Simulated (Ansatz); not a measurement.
Consider Sb2Se5.

The calculation's input:

```
crystal:
  lattice:
    - [7.9174546503, -2.1048832815, 0.0]
    - [7.9174546503, 2.1048832815, 0.0]
    - [-1.3446480972, 0.0, 5.7006716829]
  atoms:
    - { symbol: Sb, position: [0.1404762557, 0.1404762557, 0.4106754983] }
    - { symbol: Sb, position: [0.8595237443, 0.8595237443, 0.5893245017] }
    - { symbol: Se, position: [0.0, 0.0, 0.0] }
    - { symbol: Se, position: [0.5620358586, 0.5620358586, 0.6595085282] }
    - { symbol: Se, position: [0.4379641414, 0.4379641414, 0.3404914718] }
    - { symbol: Se, position: [0.2830580514, 0.2830580514, 0.7901318037] }
    - { symbol: Se, position: [0.7169419486, 0.7169419486, 0.2098681963] }
basis:
  ecutwfc: 420
kpoints:
  mp_grid: { grid: [8, 8, 6] }
hamiltonian:
  xc: pbe
scf:
  occupations: { method: gaussian, width: 0.1 }
output:
  forces: true
  stress: true
  eigenvalues: true
  write_density: true
  write_potential: true
  elf: true
  volumetric_format: npy
relax:
  adjacent_minimum: "off"
  f_tol: 0.01
  max_steps: 80
  cell: { stress_tol: 0.05 }
```

Run with:

```sh
ansatz run input.yaml --threads 1 --pin off --max-ram 2560MiB --backend cpu --events-out ev --progress --plain --runs-dir out
```

Below, planes, directions and counts refer to the conventional cell (a = 15.84 Å, b = 4.12 Å, c = 5.99 Å, α = 90.00°, β = 103.83°, γ = 90.00°).

The fields are those of the relaxed geometry.

Space group C2/m; a generated structure, not necessarily the stable one.

Method: DFT PBE, scalar-relativistic, plane waves, PAW (Ansatz 0.2.0).

What will maps of the valence pseudo-density and electron localisation function show?

Sb–Se (2.79 Å): ρ at the midpoint is about 0.36 e/Å³; the ELF is about 0.60 at the midpoint.
Sb–Se (2.89 Å): ρ at the midpoint is about 0.29 e/Å³; the ELF is about 0.45 at the midpoint.

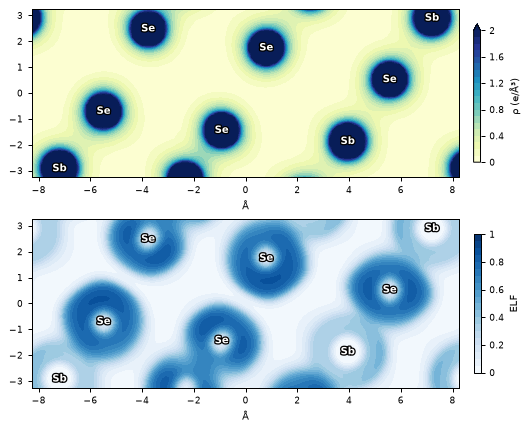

Computed valence pseudo-density and electron localisation function on the (010) plane of the conventional cell, in this order. 
